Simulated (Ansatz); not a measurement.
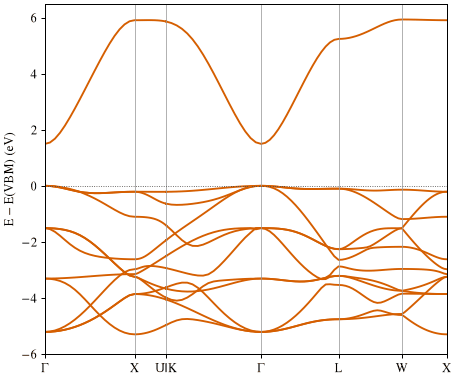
Figure. Band structure from plane-wave PAW r²SCAN+D4 (Ansatz code)

Task: Read off the gap and where the band edges lie.

Result: About 1.5 eV (1.50 eV by a search for the band edges); maximum at Γ, minimum at Γ.

Task: Which compound is it?
A. Tl2SnCl6, Fm-3m (Tl on 8c, Sn on 4a, Cl on 24e)
B. HgF2, fluorite
C. TeO2, fluorite
D. TlF, rock salt

Result: B, HgF2, fluorite

The workflow started from a Materials Project entry (that database holds measured and hypothetical structures alike); the Crystallography Open Database files this formula in space group No. 225, but the cells were not matched. Its standing as an ambient phase is unchecked. Symmetry was held in the r²SCAN+D4 relaxation; its stability against distortions is not shown here. Spin–orbit coupling is left out wherever it is not named.

Potentials: the later of the program's two PAW sets.
